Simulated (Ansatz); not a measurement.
# HF/def2-SVP (core potential) run of C2HClFIn (SMILES C#[C][In]([F])[Cl])

What is the vertical singlet–triplet gap of C2HClFIn at HF/def2-SVP (core potential)? 

The results are computed with Ansatz 0.2.0.

117 further runs of the same task are left out: 1 that didn't finish, 116 set aside as unsound or not needed.

## (1) Starting point

C2HClFIn: 6 atoms, total charge 0, spin state singlet. SMILES: `C#[C][In]([F])[Cl]`. Geometry: relaxed at PBE0-D4/def2-TZVP.

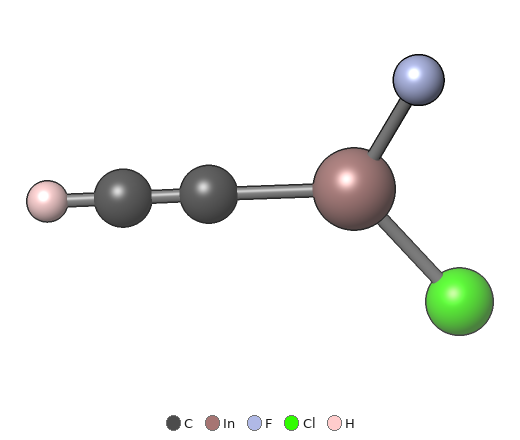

The structure, seen from a chosen angle (carbon dark grey, indium brown, fluorine light blue, chlorine green, hydrogen pink).

## (2) A single-point energy at HF/def2-SVP (core potential)

Contents of run.yaml:

```yaml
crystal:
  periodic: [false, false, false]
  atoms:
    - {symbol: C, position_ang: [1.088300, 0.340300, 1.700800]}
    - {symbol: C, position_ang: [0.438900, 0.120100, 0.708700]}
    - {symbol: In, position_ang: [-0.655800, -0.235700, -0.984700]}
    - {symbol: F, position_ang: [-1.773600, -1.806600, -1.123700]}
    - {symbol: Cl, position_ang: [-0.759200, 1.049500, -2.880900]}
    - {symbol: H, position_ang: [1.661500, 0.532400, 2.579900]}
basis:
  gaussian: {orbitals: def2-SVP}
output: {orbitals: {seedname: orbitals}}
accuracy: high
hamiltonian: {xc: hf}
```

The run is started by

```
$ ansatz run run.yaml --threads 1 --pin off --max-ram 3480MiB --events-out events.jsonl --progress --plain --runs-dir runs
```

The program printed:

```text
Warning: RAYON_NUM_THREADS=1 ignored (pool sized by the plan → 1); use --threads N
Functional definition: HF
  name "HF"
  exchange = exact_x
  correlation = 0
1941 factors; integrals over basis functions are off by at most 3.4e-9 eV
mean field evaluation 1: about -22424.0000 eV, gradient 3.8e1 eV
mean field evaluation 2: about -22424.1311 eV, gradient 3.8e1 eV
mean field evaluation 4: about -22427.4108 eV, gradient 3.0e0 eV
mean field evaluation 8: about -22427.4570 eV, gradient 2.6e-1 eV
mean field evaluation 16: about -22427.4574 eV, gradient 1.0e-8 eV
mean field -22427.45737582 eV, -824.1938566849 hartree, gradient 1.7e-8 eV, S^2 0.000000; 0 other end points of the search recorded, 0 dependent functions left out
reference -22427.45737582 eV, -824.1938566849 hartree; 30, 30 occupied and 61, 61 virtual orbitals, 1941 factors
Total energy: -22427.45737582 eV, -824.1938566849 hartree
```

Run time: 3.3 s. Hardware: 1 thread of Arm Neoverse V2, shared host; peak memory 0.27 GiB.

## (3) The triplet

Contents of input.yaml:

```yaml
crystal:
  periodic: [false, false, false]
  atoms:
    - {symbol: C, position_ang: [1.088300, 0.340300, 1.700800]}
    - {symbol: C, position_ang: [0.438900, 0.120100, 0.708700]}
    - {symbol: In, position_ang: [-0.655800, -0.235700, -0.984700]}
    - {symbol: F, position_ang: [-1.773600, -1.806600, -1.123700]}
    - {symbol: Cl, position_ang: [-0.759200, 1.049500, -2.880900]}
    - {symbol: H, position_ang: [1.661500, 0.532400, 2.579900]}
basis:
  gaussian:
    orbitals: def2-SVP
hamiltonian:
  xc: hf
accuracy: high
magnetization:
  spin_polarized: true
  initial_magnetization: 2
output:
  orbitals: {seedname: orbitals}
```

The run is started by

```
$ ansatz run input.yaml --threads 1 --pin off --max-ram 3480MiB --events-out events.jsonl --progress --plain --runs-dir runs
```

The program printed, shortened:

```text
Warning: RAYON_NUM_THREADS=1 ignored (pool sized by the plan → 1); use --threads N
Functional definition: HF
  name "HF"
[...]
1941 factors; integrals over basis functions are off by at most 3.4e-9 eV
[...]
mean field -22423.17895980 eV, -824.0366277959 hartree, gradient 1.7e-8 eV, S^2 2.015831; 4 other end points of the search recorded, 0 dependent functions left out
reference -22423.17895980 eV, -824.0366277959 hartree; 31, 29 occupied and 60, 62 virtual orbitals, 1941 factors
Total energy: -22423.17895980 eV, -824.0366277959 hartree
```

It took 28 s on 1 thread of Arm Neoverse V2, shared host; peak memory 0.37 GiB.

## (4) Outcome

At HF/def2-SVP (core potential):

| quantity | value |
| --- | --- |
| singlet: total energy | -824.19386 Eh |
| singlet: HOMO energy | -11.69 eV |
| singlet: LUMO energy | 0.90 eV |
| singlet: HOMO–LUMO gap | 12.60 eV |
| triplet: total energy | -824.03663 Eh |
| triplet: HOMO energy (highest over α and β) | -6.73 eV |
| triplet: LUMO energy (lowest over α and β) | -0.93 eV |
| triplet: ⟨S²⟩ | 2.016 |
| vertical energy of the triplet above the singlet | 4.278 eV |

**Reading.** At this shape the triplet lies 4.28 eV (413 kJ/mol) above the singlet.
